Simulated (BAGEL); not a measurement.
**[C2H3BF2]+ (SMILES [CH2+][CH]B(F)F): UHF/3-21G (density fitting with qzvpp-jkfit)**

What is the vertical ionisation energy of [C2H3BF2]+ at UHF/3-21G (density fitting with qzvpp-jkfit)? 

The calculation is run with BAGEL 1.2.2.

2 further runs of the same task are left out: 2 that didn't finish. Runs told in other sessions of the task aren't counted.

## 1. The system as given

[C2H3BF2]+: 8 atoms, total charge +1, spin state doublet. As SMILES, `[CH2+][CH]B(F)F`. The shape is that of a GFN2-xTB optimisation. This is one conformer, not always the lowest.

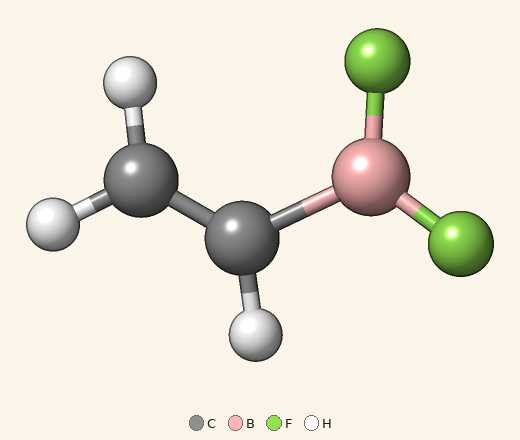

Viewed from a chosen angle; carbon grey, boron pink, fluorine green, hydrogen white.

## 2. A single-point energy at UHF/3-21G (density fitting with qzvpp-jkfit)

job.json reads:

```json
{ "bagel" : [

{
  "title" : "molecule",
  "basis" : "3-21g",
  "df_basis" : "qzvpp-jkfit",
  "angstrom" : true,
  "geometry" : [
    { "atom" : "C", "xyz" : [   -1.029290,    0.667480,    0.373960 ] },
    { "atom" : "C", "xyz" : [    0.090200,    0.023230,    0.525550 ] },
    { "atom" : "B", "xyz" : [    0.939640,   -0.672410,   -0.688060 ] },
    { "atom" : "F", "xyz" : [    0.356990,   -0.784320,   -1.830560 ] },
    { "atom" : "F", "xyz" : [    2.129560,   -1.094900,   -0.470780 ] },
    { "atom" : "H", "xyz" : [   -1.688900,    0.633030,   -0.496510 ] },
    { "atom" : "H", "xyz" : [   -1.423030,    1.367790,    1.121660 ] },
    { "atom" : "H", "xyz" : [    0.624830,   -0.139910,    1.464750 ] }
  ]
},
{ "title" : "uhf", "charge" : 1, "nopen" : 1 },
{ "title" : "print", "file" : "orbitals.molden", "orbitals" : true }

]}
```

Run with:

```
$ BAGEL_NUM_THREADS=1 BAGEL job.json > job.out
```

What it wrote:

```text
* using 1 threads per process

  ===============================================================
  ===============================================================

  *** Geometry ***

  { "atom" : "C", "xyz" : [     -1.945076,      1.261354,      0.706682 ] },
  { "atom" : "C", "xyz" : [      0.170453,      0.043898,      0.993146 ] },
  { "atom" : "B", "xyz" : [      1.775662,     -1.270671,     -1.300245 ] },
  { "atom" : "F", "xyz" : [      0.674613,     -1.482150,     -3.459257 ] },
  { "atom" : "F", "xyz" : [      4.024285,     -2.069061,     -0.889645 ] },
  { "atom" : "H", "xyz" : [     -3.191558,      1.196253,     -0.938268 ] },
  { "atom" : "H", "xyz" : [     -2.689137,      2.584748,      2.119630 ] },
  { "atom" : "H", "xyz" : [      1.180758,     -0.264392,      2.767976 ] },

  Number of auxiliary basis functions:      433

  Since a DF basis is specified, we compute 2- and 3-index integrals:
    o Being stored without compression. Storage requirement is 0.009 GB

  Number of basis functions:       51
  Number of electrons      :       38

    * METHOD: MOLECULE                             0.14

  *** Open-shell HF ***

  === Nuclear Repulsion ===
   151.4145939877

      * DIIS with orbital gradients will be used.

  === UHF iteration (3-21g) ===
      0       -298.98204279          0.05459793           0.05
      1       -299.11750878          0.03167014           0.05
      2       -299.14977257          0.01840390           0.05
      3       -299.16471366          0.00285935           0.05
      4       -299.16841818          0.00191812           0.05
      5       -299.17095511          0.00121236           0.05
      6       -299.17229137          0.00051918           0.05
      7       -299.17246241          0.00022592           0.05
      8       -299.17251028          0.00009543           0.05
      9       -299.17251555          0.00005407           0.05
     10       -299.17251692          0.00002574           0.05
     11       -299.17251722          0.00000702           0.05
     12       -299.17251728          0.00000342           0.05
     13       -299.17251729          0.00000204           0.05
     14       -299.17251730          0.00000142           0.05
     15       -299.17251730          0.00000066           0.05
     16       -299.17251730          0.00000039           0.05
     17       -299.17251730          0.00000016           0.05
     18       -299.17251730          0.00000006           0.05
     19       -299.17251730          0.00000003           0.05
     20       -299.17251730          0.00000001           0.05
     21       -299.17251730          0.00000001           0.05
    * SCF iteration converged.

    * S^2 (UHF) is 0.7598

    * Permanent dipole moment:
           (    1.952025,    -1.497175,    -1.865060) a.u.

    * METHOD: UHF                                  1.20

    * METHOD: PRINT                                0.01

  ===============================================================
```

Wall time 1.5 s (1 thread of Arm Neoverse V1, shared host).

## 3. Singlet [C2H3BF2]2+ at the same level

input.json reads:

```json
{ "bagel" : [

{
  "title" : "molecule",
  "basis" : "3-21g",
  "df_basis" : "qzvpp-jkfit",
  "angstrom" : true,
  "geometry" : [
    { "atom" : "C", "xyz" : [      -1.029290,       0.667480,       0.373960 ] },
    { "atom" : "C", "xyz" : [       0.090200,       0.023230,       0.525550 ] },
    { "atom" : "B", "xyz" : [       0.939640,      -0.672410,      -0.688060 ] },
    { "atom" : "F", "xyz" : [       0.356990,      -0.784320,      -1.830560 ] },
    { "atom" : "F", "xyz" : [       2.129560,      -1.094900,      -0.470780 ] },
    { "atom" : "H", "xyz" : [      -1.688900,       0.633030,      -0.496510 ] },
    { "atom" : "H", "xyz" : [      -1.423030,       1.367790,       1.121660 ] },
    { "atom" : "H", "xyz" : [       0.624830,      -0.139910,       1.464750 ] }
  ]
},

{
  "title" : "hf",
  "charge" : 2
},

{
  "title" : "print",
  "file" : "orbitals.molden",
  "orbitals" : true
}

]}
```

Run with:

```
$ BAGEL_NUM_THREADS=1 BAGEL input.json > input.out
```

What it wrote:

```text
* using 1 threads per process

  ===============================================================
  ===============================================================

  *** Geometry ***

  { "atom" : "C", "xyz" : [     -1.945076,      1.261354,      0.706682 ] },
  { "atom" : "C", "xyz" : [      0.170453,      0.043898,      0.993146 ] },
  { "atom" : "B", "xyz" : [      1.775662,     -1.270671,     -1.300245 ] },
  { "atom" : "F", "xyz" : [      0.674613,     -1.482150,     -3.459257 ] },
  { "atom" : "F", "xyz" : [      4.024285,     -2.069061,     -0.889645 ] },
  { "atom" : "H", "xyz" : [     -3.191558,      1.196253,     -0.938268 ] },
  { "atom" : "H", "xyz" : [     -2.689137,      2.584748,      2.119630 ] },
  { "atom" : "H", "xyz" : [      1.180758,     -0.264392,      2.767976 ] },

  Number of auxiliary basis functions:      433

  Since a DF basis is specified, we compute 2- and 3-index integrals:
    o Being stored without compression. Storage requirement is 0.009 GB

  Number of basis functions:       51
  Number of electrons      :       38

    * METHOD: MOLECULE                             0.14

  *** RHF ***

  === Nuclear Repulsion ===
   151.4145939877

      * DIIS with orbital gradients will be used.

  === RHF iteration (3-21g) ===
      0       -298.20345040          0.03208539           0.03
      1       -298.38300991          0.02159791           0.03
      2       -298.45786571          0.00354377           0.03
      3       -298.46555622          0.00192998           0.03
      4       -298.46885159          0.00126750           0.03
      5       -298.47117694          0.00070519           0.03
      6       -298.47187216          0.00038583           0.03
      7       -298.47204190          0.00017059           0.02
      8       -298.47206811          0.00006515           0.03
      9       -298.47207116          0.00003536           0.03
     10       -298.47207212          0.00001284           0.02
     11       -298.47207223          0.00000502           0.03
     12       -298.47207225          0.00000281           0.03
     13       -298.47207225          0.00000189           0.03
     14       -298.47207226          0.00000122           0.03
     15       -298.47207226          0.00000070           0.03
     16       -298.47207226          0.00000039           0.03
     17       -298.47207226          0.00000023           0.03
     18       -298.47207226          0.00000011           0.02
     19       -298.47207226          0.00000005           0.02
     20       -298.47207226          0.00000002           0.02
     21       -298.47207226          0.00000001           0.03
     22       -298.47207226          0.00000001           0.03
    * SCF iteration converged.

    * Permanent dipole moment:
           (    3.431604,    -2.593655,    -3.290536) a.u.

    * METHOD: HF                                   0.68

    * METHOD: PRINT                                0.01

  ===============================================================
```

Wall time 0.95 s (1 thread of Arm Neoverse V1, shared host).

## 4. Results

Level: UHF/3-21G (density fitting with qzvpp-jkfit).

| quantity | value |
| --- | --- |
| doublet [C2H3BF2]+: total energy | -299.17252 Eh |
| doublet [C2H3BF2]+: ⟨S²⟩ | 0.760 |
| singlet [C2H3BF2]2+: total energy | -298.47207 Eh |
| singlet [C2H3BF2]2+: HOMO energy | -28.13 eV |
| singlet [C2H3BF2]2+: LUMO energy | -17.91 eV |
| singlet [C2H3BF2]2+: HOMO–LUMO gap | 10.21 eV |
| vertical ionisation energy (to the singlet dication) | 19.060 eV |

Removing an electron at fixed nuclei costs 19.06 eV (1839 kJ/mol).
